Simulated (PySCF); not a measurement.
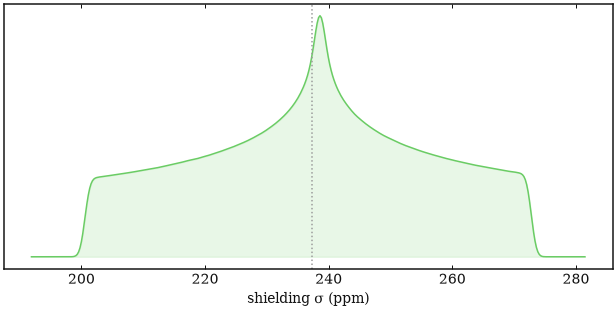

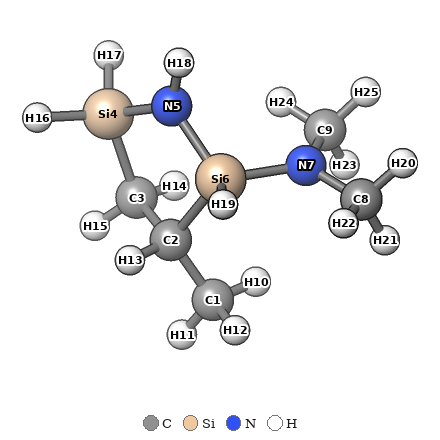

Static powder pattern (¹⁵N) from GIAO shielding tensors of C₅H₁₆N₂Si₂, SMILES C[C@@H]1C[SiH2]N[Si@@H]1N(C)C, PBE0/pcSseg-1 (IEF-PCM tetrahydrofuran), PySCF, at a PBE0-D3(BJ)/def2-SVP geometry (no frequency check); absolute shielding, one fixed geometry of the isolated molecule without any motion, no dipolar terms. The dotted line is the isotropic value; skew is 3(σiso − σ22)/span.

Question: The pattern belongs to N5. Give the principal values, span and skew.

Answer: N5: σ11, σ22, σ33 = 201, 239, 273 ppm, isotropic 237, span 72 ppm, skew −0.05.

Known limits of this run: one conformer of a flexible molecule.
